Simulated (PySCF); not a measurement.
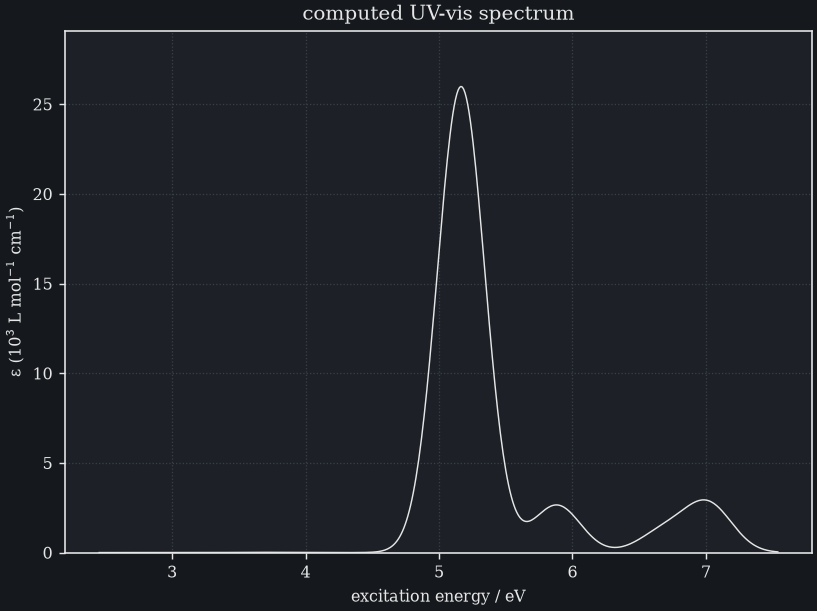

Vertical TDDFT excitations, B3LYP/def2-SVPD with PySCF, at a PBE0-D3(BJ)/def2-SVP geometry (no frequency check), gas phase. Only the first 10 singlet excitations are included; each is broadened by a Gaussian of 1/e half-width 0.25 eV.

> Which molecule gives this spectrum?
A. SiH₄O₃, SMILES O[SiH](O)O
B. C₃H₈OSi, SMILES C/C=C/O[SiH3]
C. C₃H₆O₂Si, SMILES O=C/C=C/O[SiH3]

Option C. Its lowest singlet lies at 3.65 eV (f = 0.000) and the brightest of those computed is S2 at 5.17 eV (240 nm), f = 0.401, mainly HOMO−1 → LUMO (95 %).

Note: one conformer of a flexible molecule; core orbitals are frozen in the response.
